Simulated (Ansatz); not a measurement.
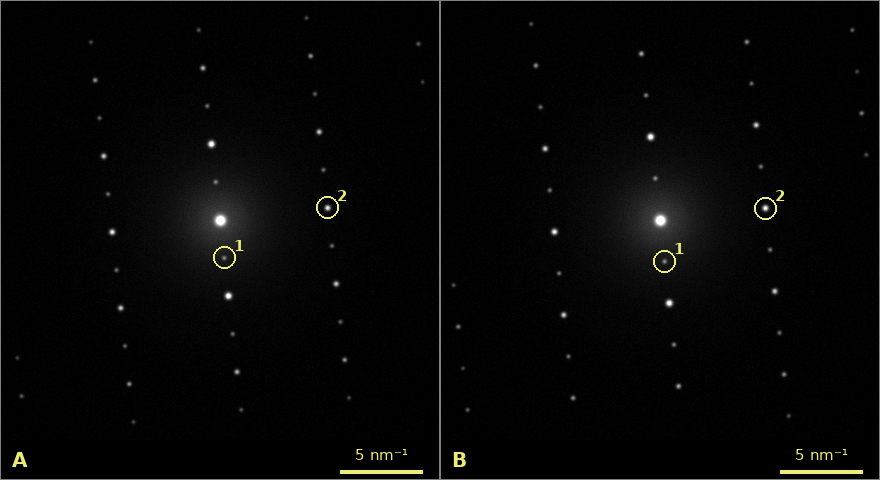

Kinematic electron diffraction patterns (120 kV, B = 0.5 Å², same scale) along [1-10] of the run's own cell, for the start and the end of one relaxation of GaB2 with Ansatz 0.2.0, DFT PBE, scalar-relativistic, plane waves, PAW. k mesh 12×12×6. The start is a generated model structure, and the relaxation ends in the nearest stationary point of its symmetry, not necessarily the ground state. Spot 1 is 0 0 -2 and spot 2 is 1 1 0 in both.

Start structure:

```
Ga B
1.0
     3.07006    0.00000    0.00000
    -1.53503    2.65875    0.00000
     0.00000    0.00000    7.79374
Ga B
2 4
Direct
  0.33333 0.66667 0.25000
  0.66667 0.33333 0.75000
  0.33333 0.66667 0.51418
  0.66667 0.33333 0.01418
  0.33333 0.66667 0.98582
  0.66667 0.33333 0.48582
```

Which pattern belongs to the start structure, and which to the relaxed one?

B is the start: its cell gives d(1) = 3.897 Å, d(2) = 1.535 Å and an angle of 90.0°. A is the relaxed structure, with d(1) = 4.264 Å (+9.4 %), d(2) = 1.503 Å (-2.1 %) and 90.0°.

Summarise the relaxation behind the change.

The volume changed by +5.0 % to 11.13 Å³ an atom; with the mean shift removed, the atoms moved by up to 0.07 Å relative to the cell (B most); the space group stayed P6_3/mmc (No. 194); the free energy fell by 16 meV an atom. Relaxed cell: a = 3.007 Å, b = 3.007 Å, c = 8.528 Å, α = 90.00°, β = 90.00°, γ = 120.00°.
